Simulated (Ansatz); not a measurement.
# C₂H₅BrOSi: a changed input and its effect

System: C₂H₅BrOSi.
Method of run A: RKS PBE-D4/def2-TZVPP (Ansatz 0.2.0).

The geometry comes from this level: PBE0-D4/def2-TZVP. Text and figures count atoms from 1; the logs count them from 0 in places.

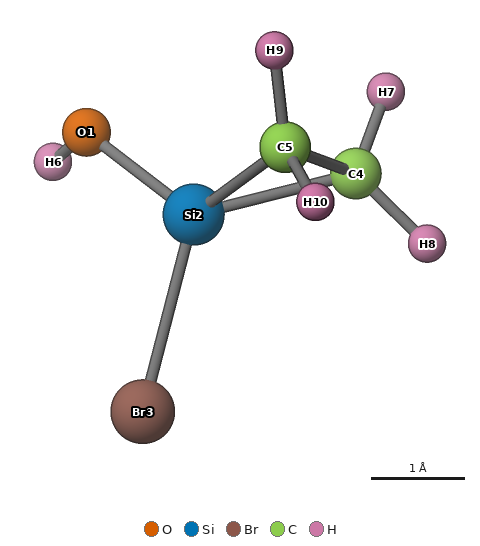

The input geometry (ball-and-stick view, seen at a tilt; atoms are numbered from 1 in the order of the input). Bond lengths as drawn: Br–Si 2.21 Å, C–C 1.59 Å, C–H 1.09 Å, C–Si 1.81 to 1.82 Å, H–O 0.96 Å and O–Si 1.63 Å.

## Input file, run A
```yaml
crystal:
  periodic: [false, false, false]
  atoms:
    - {symbol: O, position_ang: [-1.394074, 0.093622, 1.558163]}
    - {symbol: Si, position_ang: [-0.167077, -0.411404, 0.610751]}
    - {symbol: Br, position_ang: [0.668438, -2.324489, 1.334872]}
    - {symbol: C, position_ang: [-0.060816, -0.028718, -1.160910]}
    - {symbol: C, position_ang: [0.890857, 0.810998, -0.197010]}
    - {symbol: H, position_ang: [-2.065023, -0.547670, 1.799772]}
    - {symbol: H, position_ang: [-0.843363, 0.549223, -1.643979]}
    - {symbol: H, position_ang: [0.448448, -0.694811, -1.850080]}
    - {symbol: H, position_ang: [0.651905, 1.867932, -0.123469]}
    - {symbol: H, position_ang: [1.953705, 0.634118, -0.325209]}
basis:
  gaussian: {orbitals: def2-TZVPP}
hamiltonian: {xc: pbe, dispersion: d4}
output: {forces: true, orbitals: {seedname: orbitals}}
```

Command:
```bash
ansatz run in.yaml --threads 4 --pin off --events-out ev --progress --plain --max-ram 10444MiB
```

Hardware: 4 threads of Arm Neoverse V2, 23 GiB of memory available, shared host.

## Output (run A)
```
Functional definition: PBE
  parameter kappa = 0.804
  parameter beta = 0.06672455060314922
  exchange = pbe_x(kappa = kappa, mu = beta*pi^2/3)
  correlation = pbe_c(beta = beta)
1470 factors; their error is unknown
mean field evaluation 1: about -82091.4194 eV, gradient 9.6e1 eV
mean field evaluation 2: about -82015.8299 eV, gradient 1.9e2 eV
mean field evaluation 4: about -82110.2853 eV, gradient 1.2e1 eV
mean field evaluation 8: about -82110.6086 eV, gradient 6.1e-2 eV
mean field evaluation 16: about -82110.5509 eV, gradient 8.9e-4 eV
mean field -82110.55088924 eV, -3017.5070886492 hartree, gradient 2.0e-5 eV, S^2 0.000000; 0 other end points of the search recorded, 0 dependent functions left out
the calculation of the forces begins
reference -82110.55093115 eV, -3017.5070901893 hartree; 37, 37 occupied and 216, 216 virtual orbitals, 1470 factors
Total energy: -82110.79910071 eV, -3017.5162102526 hartree
Atom 0 at    -1.394074     0.093622     1.558163 Å, force    -0.122115     0.521122     0.226216 eV/Å
Atom 1 at    -0.167077    -0.411404     0.610751 Å, force     0.140021    -0.229824    -0.032643 eV/Å
Atom 2 at     0.668438    -2.324489     1.334872 Å, force     0.128823    -0.262106     0.089658 eV/Å
Atom 3 at    -0.060816    -0.028718    -1.160910 Å, force    -0.039472    -0.027388    -0.154384 eV/Å
Atom 4 at     0.890857     0.810998    -0.197010 Å, force     0.092842     0.126975     0.011395 eV/Å
Atom 5 at    -2.065023    -0.547670     1.799772 Å, force    -0.312792    -0.295028     0.106151 eV/Å
Atom 6 at    -0.843363     0.549223    -1.643979 Å, force    -0.157591     0.105267    -0.105508 eV/Å
Atom 7 at     0.448448    -0.694811    -1.850080 Å, force     0.087847    -0.132779    -0.146844 eV/Å
Atom 8 at     0.651905     1.867932    -0.123469 Å, force    -0.031365     0.216864     0.017248 eV/Å
Atom 9 at     1.953705     0.634118    -0.325209 Å, force     0.213800    -0.023105    -0.011289 eV/Å
Dipole moment:    -0.207375     0.014769    -0.092012 e Å
```

For run B the input was changed thus:
```diff
-hamiltonian: {xc: pbe, dispersion: d4}
+hamiltonian: {xc: r2scan, dispersion: d4}
```

How does run B compare with run A?

The total energies belong to different models, so their difference says nothing on which is more stable or more accurate. The largest force goes from 0.581 to 0.214 eV/Å. The HOMO goes from −5.79 to −6.02 eV. The LUMO goes from −0.91 to −0.51 eV. The dipole moment goes from 1.09 to 1.13 D. On the same kind of shared host run B took about 2.1 times as long.

## Output (run B)
```
Functional definition: r2SCAN
  parameter k0 = 0.174
  parameter k1 = 0.065
  parameter a1 = 4.9479
  exchange = r2scan_x(k0 = k0, k1 = k1, a1 = a1)
  correlation = r2scan_c
1470 factors; their error is unknown
mean field evaluation 1: about -82111.3116 eV, gradient 8.7e1 eV
mean field evaluation 2: about -82070.4393 eV, gradient 1.5e2 eV
mean field evaluation 4: about -82126.8688 eV, gradient 7.9e0 eV
mean field evaluation 8: about -82126.9765 eV, gradient 3.2e-1 eV
mean field evaluation 16: about -82126.9224 eV, gradient 4.8e-4 eV
mean field -82126.92240549 eV, -3018.1087307745 hartree, gradient 6.3e-5 eV, S^2 0.000000; 0 other end points of the search recorded, 0 dependent functions left out
the calculation of the forces begins
reference -82126.92241714 eV, -3018.1087312026 hartree; 37, 37 occupied and 216, 216 virtual orbitals, 1470 factors
Total energy: -82126.98142675 eV, -3018.1108997657 hartree
Atom 0 at    -1.394074     0.093622     1.558163 Å, force    -0.043509     0.068666     0.031764 eV/Å
Atom 1 at    -0.167077    -0.411404     0.610751 Å, force     0.019778    -0.010446    -0.040617 eV/Å
Atom 2 at     0.668438    -2.324489     1.334872 Å, force     0.039289    -0.075210     0.027316 eV/Å
Atom 3 at    -0.060816    -0.028718    -1.160910 Å, force    -0.124630    -0.103943    -0.137909 eV/Å
Atom 4 at     0.890857     0.810998    -0.197010 Å, force     0.119802     0.117822     0.131820 eV/Å
Atom 5 at    -2.065023    -0.547670     1.799772 Å, force    -0.017616    -0.015974     0.007938 eV/Å
Atom 6 at    -0.843363     0.549223    -1.643979 Å, force     0.018918    -0.003535    -0.002390 eV/Å
Atom 7 at     0.448448    -0.694811    -1.850080 Å, force    -0.006109     0.019840     0.000908 eV/Å
Atom 8 at     0.651905     1.867932    -0.123469 Å, force     0.010079    -0.009862    -0.011094 eV/Å
Atom 9 at     1.953705     0.634118    -0.325209 Å, force    -0.016001     0.012641    -0.007736 eV/Å
Dipole moment:    -0.215779     0.015802    -0.092303 e Å
```

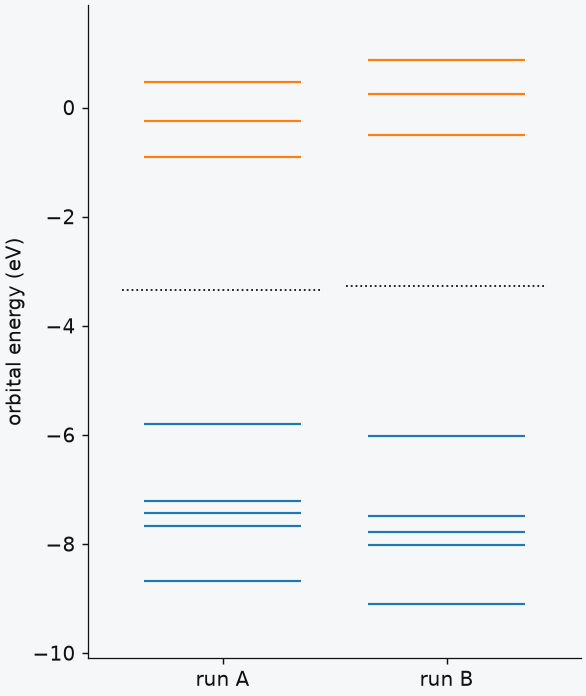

The five highest filled and three lowest empty orbital energies of the two runs; the dotted lines part filled from empty levels. The HOMO–LUMO gap is 4.88 eV in run A and 5.51 eV in run B.

## The two runs side by side

| quantity | run A | run B |
| --- | --- | --- |
| outcome | converged | converged |
| total energy (hartree) | −3017.516210 | −3018.110900 |
| HOMO (eV) | −5.79 | −6.02 |
| LUMO (eV) | −0.91 | −0.51 |
| dipole moment (D) | 1.09 | 1.13 |
| largest force (eV/Å) | 0.581 | 0.214 |
| basis functions | 253 | 253 |
| wall time (shared host) | 2.2 s | 4.6 s |
